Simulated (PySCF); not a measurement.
```yaml
atoms:
  - { symbol: C, position_ang: [3.1851, 0.4497, 1.0802] }
  - { symbol: C, position_ang: [1.8429, 0.2030, 0.7042] }
  - { symbol: C, position_ang: [0.6840, -0.0113, 0.3938] }
  - { symbol: C, position_ang: [-0.6710, -0.2823, 0.0585] }
  - { symbol: C, position_ang: [-0.9004, -1.6322, -0.6147] }
  - { symbol: N, position_ang: [-1.3150, 0.8349, -0.6332] }
  - { symbol: C, position_ang: [-2.4753, 1.2148, -0.1033] }
  - { symbol: O, position_ang: [-2.8725, 0.7387, 0.9400] }
  - { symbol: H, position_ang: [3.4245, 1.5108, 1.0121] }
  - { symbol: H, position_ang: [3.8678, -0.1384, 0.4604] }
  - { symbol: H, position_ang: [3.3408, 0.1164, 2.1123] }
  - { symbol: H, position_ang: [-1.2981, -0.2945, 1.0085] }
  - { symbol: H, position_ang: [-0.4408, -1.6306, -1.6034] }
  - { symbol: H, position_ang: [-0.4493, -2.4292, -0.0296] }
  - { symbol: H, position_ang: [-1.9641, -1.8295, -0.7211] }
  - { symbol: H, position_ang: [-0.9243, 1.2140, -1.4834] }
  - { symbol: H, position_ang: [-3.0414, 1.9775, -0.6562] }
```

Geometry: GFN2-xTB.

Method: UKS B3LYP, pcH-1 on C H N O, non-relativistic, mean-field spin-orbit, GIAO in PySCF.

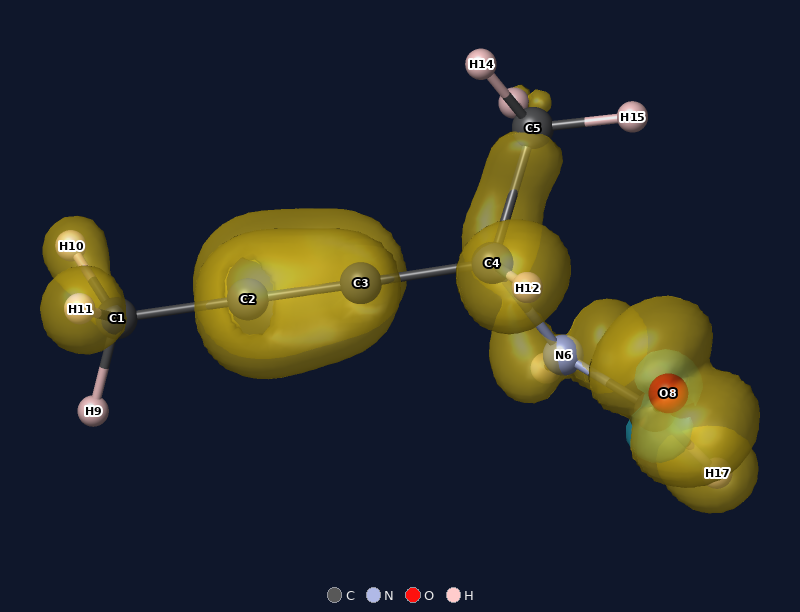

C6H9NO (charge +1, doublet). Isosurfaces of the spin density at +0.02 (yellow) and −0.02 e/Å³ (cyan), seen across its widest extent.

> Which atoms carry the spin?

The unpaired spin (1 electron) lies mostly on O8 (about 0.3), C2 (about 0.2), C3 (about 0.2) and C4 (about 0.1), in electrons by Hirshfeld's partition.
